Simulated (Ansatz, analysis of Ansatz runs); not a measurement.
# Pt adatom (hollow) on monolayer InSe

Question: how strongly does the Pt adatom (hollow) bind to monolayer InSe, in which spin state, and does it put states into the gap? Model: a cell of 32 host atoms with 1 Pt put in, with vacuum above and below.

Main program and level: Ansatz 0.2.0; plane-wave PAW DFT, PBEsol; supercells relaxed in a periodic cell with vacuum, the primitive cell and the final single points with the Coulomb interaction cut along the normal.

## Step 1: Starting point

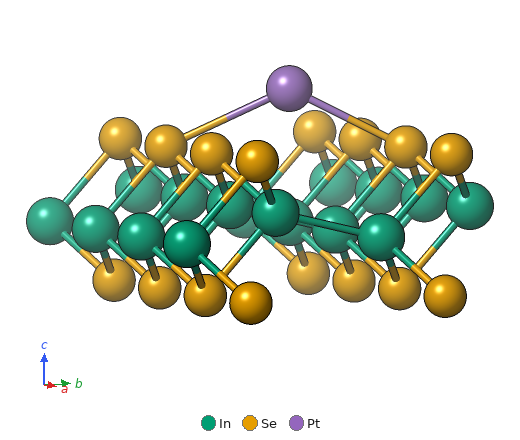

Start, viewed from the side, with the c axis up; indium teal, selenium orange, platinum purple.

The cell holds 33 atoms: 16 In, 16 Se and 1 Pt. Its edges and angles: a = 16.065 Å, b = 11.784 Å, c = 39.000 Å, α = 90.0°, β = 90.0°, γ = 109.9°. It derives from InSe (InSe monolayer (from C2/m)), repeated 4×2×1. Vacuum lies along c. Nearest the centre at fractional (0.477, 0.158, 0.580): Pt33 at 0.00 Å, Se19 at 3.20 Å, Se15 at 3.34 Å, In17 at 3.47 Å, In18 at 3.68 Å, Se11 at 4.28 Å, Se23 at 4.39 Å, In9 at 4.48 Å.

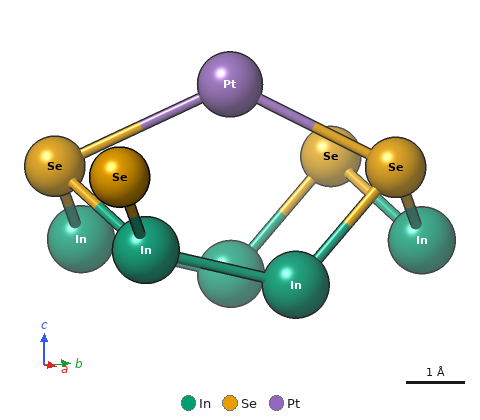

The atoms within 5 Å of the centre.

As a file:

```xyz
33
Lattice="16.0648 0.0000 0.0000 -4.0162 11.0781 0.0000 0.0000 0.0000 39.0000" Properties=species:S:1:pos:R:3
In    0.0000   -0.0535   19.8178
In    0.0000    2.6387   19.1822
Se    0.0000    4.4333   21.1854
Se    2.0081    3.6910   17.8146
In   -2.0081    5.4856   19.8178
In   -2.0081    8.1778   19.1822
Se   -2.0081    9.9723   21.1854
Se    0.0000    9.2301   17.8146
In    4.0162   -0.0535   19.8178
In    4.0162    2.6387   19.1822
Se    4.0162    4.4333   21.1854
Se    6.0243    3.6910   17.8146
In    2.0081    5.4856   19.8178
In    2.0081    8.1778   19.1822
Se    2.0081    9.9723   21.1854
Se    4.0162    9.2301   17.8146
In    8.0324   -0.0535   19.8178
In    8.0324    2.6387   19.1822
Se    8.0324    4.4333   21.1854
Se   10.0405    3.6910   17.8146
In    6.0243    5.4856   19.8178
In    6.0243    8.1778   19.1822
Se    6.0243    9.9723   21.1854
Se    8.0324    9.2301   17.8146
In   12.0486   -0.0535   19.8178
In   12.0486    2.6387   19.1822
Se   12.0486    4.4333   21.1854
Se   14.0567    3.6910   17.8146
In   10.0405    5.4856   19.8178
In   10.0405    8.1778   19.1822
Se   10.0405    9.9723   21.1854
Se   12.0486    9.2301   17.8146
Pt    7.0284    1.7491   22.6079
```

The cell's shortest repeat is 11.8 Å.

## Step 2: The perfect sheet

One layer is cut from the bulk crystal and relaxed, atoms and in-plane cell, with the Coulomb interaction cut along the normal so that the layer doesn't feel its images.

The input, cell/input.yaml:

```yaml
crystal:
  lattice:
    - [4.11, 0.0, 0.0]
    - [-2.055, 5.867903, 0.0]
    - [0.0, 0.0, 27.095735]
  atoms:
    - { symbol: In, position: [0.0, 0.0, 0.5007978] }
    - { symbol: In, position: [0.2333629, 0.4667257, 0.4992022] }
    - { symbol: Se, position: [0.4078914, 0.8157828, 0.5571259] }
    - { symbol: Se, position: [0.8254715, 0.6509429, 0.4428741] }
  periodic: [true, true, false]
basis:
  ecutwfc: 420
  xc_grid: 2
hamiltonian:
  xc: pbesol
  pseudopotentials: { kind: paw, azcp: { folder: soft_1 }, xc_functional: pbe }
kpoints:
  mp_grid: { grid: [9, 9, 1] }
scf:
  occupations: { method: fermi_dirac, width: 0.02 }
  max_iter: 60
relax:
  f_tol: 0.005
  max_steps: 60
  cell: {}
output:
  forces: true
checkpoint:
  write: "../cell.run"
  compress: false
  write_wavefunctions: false
  write_every: 100000
```

On the command line:

```
$ ansatz run input.yaml --threads 32 --pin off --max-ram 84787MiB --backend cuda --events-out ev --progress --plain --runs-dir out --max-vram 78GiB
```

Numbers of over 12 decimals in the logs are rounded to 6 here.

The log of the run:

```text
Warning: crystal.periodic: the lattice vector that does not repeat stood 0.000° off the slab's normal, 27.096 Å along it as the deck builds it. The run solves the slab on a vector along the normal, 29 [...]
crystal.periodic: the lattice vector that does not repeat stood 0.000° off the slab's normal, 27.096 Å along it as the deck builds it. The run solves the slab on a vector along the normal, 29.991 Å lo [...]
Engine: ansatz 0.2.0, aarch64-unknown-linux-gnu
[...]
Pseudopotential: In, paw, valence charge 13, recommended cutoff 420 eV (normal), soft_1/In.paw.azcp
Pseudopotential: Se, paw, valence charge 16, recommended cutoff 420 eV (normal), soft_1/Se.paw.azcp
Functional definition: PBEsol
[...]
Crystal: 4 atoms, lattice volume = 723.307 Å³
Basis set: ecut = 420 eV, 14105 PW (Γ), exchange–correlation on 60×90×432 points (8 copies of the dense FFT grid, shifted against one another)
Bands: 35, of which v1, the nominal top of the filled ones, is band 29 counted from 1 (28 counted from 0)
[...]
Space group: C2/m (ITA 12), of the structure as read, at distance tolerance 9.0e-5 Å
k-points: 25 of 81
[...]
basis re-selected at this cell: Δ(F+E_penalty+E_count) = +8.044e-4 eV, ΔP = -0.002 N/m vs the last step (what re-selecting the basis moved, of the pressure what is left beyond the Pulay correction tha [...]
SCF converged after 6 iterations
Free energy (F): -21900.997486 eV
[...]
Fermi energy:    -4.576660 eV
--- Per-component energies (eV) ---
[...]
--- Forces (eV/Å), atoms counted from 1 ---
[...]
--- 2D stress c σ (N/m, compression-positive) ---
[...]
P = ½ c Tr σ = -0.0058 N/m
--- Band table (eV; the first three rows and the last of 25) ---
[...]
--- Relaxed structure (7 steps of the walk, 7 accepted, 1 SCFs on fresh bases) ---
[...]
```

Wall time 6.1 s (1 × NVIDIA GB200 with 32 threads of Arm Neoverse V2, shared host); peak memory 1.4 GiB; 26 s of CPU time.

The in-plane vectors went from 4.110 and 6.217 Å, as in the bulk, to 4.016 and 5.892 Å; the layer is 3.37 Å thick between its outer atoms.

## Step 3: Does the sheet stay flat and symmetric?

The defect-free supercell is relaxed from atoms displaced by 0.08 Å at random. A buckling or a charge-density wave of the sheet itself would otherwise be counted to the defect.

The input, pristine.relax/input.yaml:

```yaml
crystal:
  lattice:
    - [16.0648288409, 0.0, 0.0]
    - [-4.0162072102, 11.0781370052, 0.0]
    - [0.0, 0.0, 15.0]
  atoms:
    - { symbol: In, position: [-0.0012068595, -0.004827463, 0.5211892289] }
    - { symbol: In, position: [0.0595475845, 0.238190313, 0.4788107711] }
    - { symbol: Se, position: [0.1000456082, 0.4001824078, 0.6123632513] }
    - { symbol: Se, position: [0.2082951168, 0.3331804422, 0.3876367487] }
[... 22 atom lines left out ...]
    - { symbol: Se, position: [0.8500456082, 0.4001824078, 0.6123632513] }
    - { symbol: Se, position: [0.9582951168, 0.3331804422, 0.3876367487] }
    - { symbol: In, position: [0.7487931405, 0.495172537, 0.5211892289] }
    - { symbol: In, position: [0.8095475845, 0.738190313, 0.4788107711] }
    - { symbol: Se, position: [0.8500456082, 0.9001824078, 0.6123632513] }
    - { symbol: Se, position: [0.9582951168, 0.8331804422, 0.3876367487] }
basis:
  ecutwfc: 420
  xc_grid: 2
hamiltonian:
  xc: pbesol
  pseudopotentials: { kind: paw, azcp: { folder: soft_1 }, xc_functional: pbe }
kpoints:
  mp_grid: { grid: [1, 2, 1] }
scf:
  occupations: { method: fermi_dirac, width: 0.01 }
  max_iter: 60
output:
  forces: true
relax:
  f_tol: 0.015
  max_steps: 100
  random_displacement: { amplitude: 0.08, seed: 4250 }
```

The log of the run:

```text
[...]
Crystal: 32 atoms, lattice volume = 2669.526 Å³
Basis set: ecut = 420 eV, 52155 PW (Γ), exchange–correlation on 216×160×216 points (8 copies of the dense FFT grid, shifted against one another)
Bands: 279, of which v1, the nominal top of the filled ones, is band 232 counted from 1 (231 counted from 0)
[...]
k-points: 2
[...]
SCF iter   2: F=—  HF=-175207.212806 eV  |F-HF|=—  |Δ(HF+E_count)|=   1.65e-1  Δρ=2.09e-3  dr2=1.10e-1  ethr=1.50e-4  ⟨swp⟩=4.5  Hψ=623  notcnv=0  defer=81
[...]
SCF iter   6: F=-175207.196976 eV  HF=-175207.196973 eV  |F-HF|=2.76e-6  |Δ(HF+E_count)|=   2.54e-5  Δρ=6.56e-5  dr2=9.85e-5  ethr=2.16e-8  ⟨swp⟩=3.0  Hψ=2259  notcnv=0
SCF 2 converged in 6 iterations: F = -175207.196976 eV  dr2 = 9.85e-5
[...]
SCF 5 converged in 7 iterations: F = -175207.748662 eV  dr2 = 4.38e-8
[...]
relax step   5: F+E_penalty+E_count = -175207.74866174 eV  Δ(F+E_penalty+E_count) = -1.428e-3 eV  max|allowed force component| = 5.229e-3 eV/Å  Δτ_max = 0.0148 Å  (7 SCF iters, accepted)
SCF converged after 7 iterations
[...]
--- Forces (eV/Å), atoms counted from 1 ---
[...]
--- Relaxed structure (5 steps of the walk, 5 accepted, 0 SCFs on fresh bases) ---
[...]
```

Elapsed: 3.7 s, on 1 × NVIDIA GB200 with 32 threads; peak memory 1.5 GiB; 14 s of CPU time.

At a 1×2×1 Γ-centred mesh the symmetric supercell lies within 8 meV an atom of the primitive cell's dense mesh.

It returns to the energy of the symmetric cell, so the symmetric sheet is kept as the host.

## Step 4: Band edges against the vacuum level

With the interaction cut along the normal, the potential far from the sheet is the zero of energy, so band edges and defect states of different cells share one scale, as long as a cell has no dipole along the normal.

The input, host/input.yaml:

```yaml
crystal:
  lattice:
    - [4.0162072102, 0.0, 0.0]
    - [-2.0081036051, 5.5390685026, 0.0]
    - [0.0, 0.0, 39.0]
  atoms:
    - { symbol: In, position: [-0.004827438, -0.009654926, 0.5081497034] }
    - { symbol: In, position: [0.238190338, 0.476380626, 0.4918502966] }
    - { symbol: Se, position: [0.4001824328, 0.8003648155, 0.5432166351] }
    - { symbol: Se, position: [0.8331804672, 0.6663608845, 0.4567833649] }
  periodic: [true, true, false]
basis:
  ecutwfc: 420
  xc_grid: 2
hamiltonian:
  xc: pbesol
  pseudopotentials: { kind: paw, azcp: { folder: soft_1 }, xc_functional: pbe }
kpoints:
  mp_grid: { grid: [4, 4, 1] }
  band_path: { path: [VBM, CBM], npoints: 1 }
scf:
  occupations: { method: fixed }
  max_iter: 60
output:
  forces: true
  eigenvalues: true
  write_potential: true
  volumetric_format: npy
```

The log of the run:

```text
[...]
Crystal: 4 atoms, lattice volume = 867.596 Å³
Basis set: ecut = 420 eV, 16951 PW (Γ), exchange–correlation on 54×80×540 points (8 copies of the dense FFT grid, shifted against one another)
Bands: 35, of which v1, the nominal top of the filled ones, is band 29 counted from 1 (28 counted from 0)
[...]
k-points: 7 of 16
[...]
SCF iter   7: F=—  HF=-21900.968569 eV  |F-HF|=—  |Δ(HF+E_count)|=   2.26e-4  Δρ=1.03e-5  dr2=9.52e-7  ethr=3.03e-8  ⟨swp⟩=3.1  Hψ=446  notcnv=0  defer=28
SCF iter   8: F=-21900.968570 eV  HF=-21900.968570 eV  |F-HF|=5.78e-8  |Δ(HF+E_count)|=   6.70e-7  Δρ=2.16e-6  dr2=5.05e-8  ethr=1.72e-10  ⟨swp⟩=34.6  Hψ=3260  notcnv=0
SCF 1 converged in 8 iterations: F = -21900.968570 eV  dr2 = 5.05e-8
[...]
WARN: The output density's exchange-correlation potential varies sharply where the density is thin. Do not read a vacuum level from v_tot or v_xc, or from such a field of the output density. On a cell [...]
SCF converged after 8 iterations
Free energy (F): -21900.968570 eV
[...]
Fermi energy:    -5.429475 eV
[...]
--- Forces (eV/Å), atoms counted from 1 ---
[...]
--- Band table (eV; the first three rows and the last of 7) ---
[...]
```

Elapsed: 2.3 s, on 1 × NVIDIA GB200 with 32 threads; peak memory 1.5 GiB; 11 s of CPU time.

No search for the edges ended, so they are those of this mesh alone, and the true gap can be smaller. The valence top lies 5.43 eV and the conduction bottom 3.72 eV below the vacuum level: a gap of 1.71 eV.

[end of part 1 of 2]

[Logs are printed without paths, hosts, clocks, repeated set-up lines and the standing remarks that a program may print on its own settings, such as how far it seeks lower states.]

[Hosts, paths, dates, database ids (printed as entryN), source tags and the programs' standing remarks are cut or masked in the printed files.]

[Maps of the electrostatic potential energy from Ansatz leave out the sawtooth potential of an applied field or a dipole correction, so their vacuum need not be flat.]
